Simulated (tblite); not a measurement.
# H38Si28: the cost of one run

Programs: tblite 0.8.0 and PySCF 2.14.0, with routines of our own; each step states its level. All values are computed. Atoms count from 0.

### 1 The system as given

66 atoms, charge 0, multiplicity 1; geometry from: force field, distance geometry or constructed start.

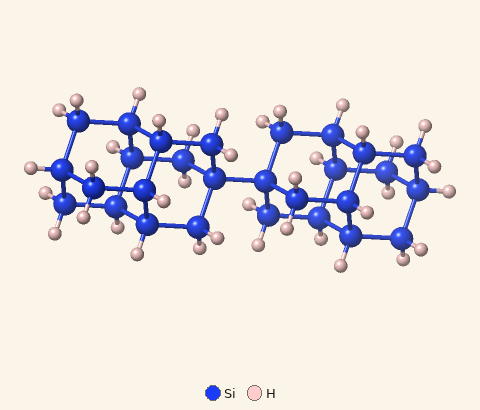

The starting geometry (silicon blue, hydrogen pink).

### 2 Geometry optimisation with GFN2-xTB

What the job is given:

```
{"job": {"kind": "relax", "xc": "GFN2-xTB", "basis": "xTB"}, "charge": 0, "multiplicity": 1}
Si    -3.389500    -3.396200     6.108300
Si    -2.039800    -2.034000     4.745200
Si    -4.746900    -4.754400     4.753100
Si    -3.395100    -0.674500     3.388200
Si    -0.679900    -3.395600     3.397800
Si    -3.397700    -3.394900     0.676300
Si    -0.678800    -0.677200     0.675600
Si    -2.033200    -2.033900    -0.677400
Si    -2.033900    -4.754200     2.036200
Si    -4.754900    -2.037400     2.038200
Si    -3.396500    -6.111100     3.392300
Si    -6.112400    -3.396400     3.394400
Si    -0.682300     2.037300    -2.031600
Si    -2.034400     0.678300     2.033900
Si     2.034400    -0.673800    -2.036400
Si     0.677000    -2.036000     2.042900
Si     6.110300     3.396300    -3.393500
Si     3.393300     6.106500    -3.395400
Si     2.036000     4.753900    -2.034100
Si     4.754900     2.037500    -2.033900
Si     2.034300     2.040400    -4.750600
Si     4.751200     4.753600    -4.752300
Si     3.397800     3.399000    -6.103300
Si     3.390200     0.674600    -3.395900
Si     0.679400     3.397000    -3.393500
Si     2.030500     2.035700     0.681400
Si     3.395100     3.396700    -0.679600
Si     0.678300     0.679500    -0.677700
H     -2.562400    -4.225400     6.939300
H     -4.224700    -2.562600     6.944700
H     -1.201600    -1.204600     5.582400
H     -5.585400    -5.582200     5.583700
H     -4.226800     0.152600     4.223900
H      0.154600    -4.227100     4.229500
H     -4.224600    -4.224000    -0.155800
H     -2.867500    -1.203000    -1.513200
H     -1.206000    -2.867900    -1.514400
H     -1.204300    -5.581000     1.202600
H     -5.582400    -1.209100     1.205100
H     -2.567800    -6.937900     4.227000
H     -4.225900    -6.943600     2.566800
H     -6.935400    -2.568600     4.229500
H     -6.936400    -4.224800     2.559400
H     -1.507700     1.204700    -2.869800
H     -1.514000     2.869700    -1.202800
H     -1.207100     1.511900     2.864600
H     -2.865600     1.510400     1.204600
H      1.204900    -1.507700    -2.865700
H      2.869600    -1.509900    -1.205000
H      1.512200    -1.204500     2.870000
H      1.509400    -2.875300     1.208300
H      6.947900     4.227100    -2.563300
H      6.940900     2.562600    -4.225700
H      4.222400     6.939700    -2.566000
H      2.563700     6.940400    -4.224300
H      1.204700     5.586500    -1.204600
H      5.590100     1.199500    -1.207100
H      1.207900     1.212800    -5.584200
H      5.583600     5.582800    -5.579500
H      2.562100     4.227800    -6.942300
H      4.222000     2.563900    -6.939800
H      4.229700    -0.152800    -4.227700
H     -0.150800     4.226500    -4.225000
H      2.867800     1.208700     1.511400
H      1.210900     2.871300     1.512300
H      4.220900     4.227600     0.153800
```

Command:

```bash
OMP_NUM_THREADS=8 python large_run.py task.json out
```

One launch serves the whole session: the jobs run in the order shown.

Q: Estimate the wall time and peak memory of this first job on 8 threads of Arm Neoverse V2, shared host.

About 7.4 s, with a peak of 0.13 GiB.
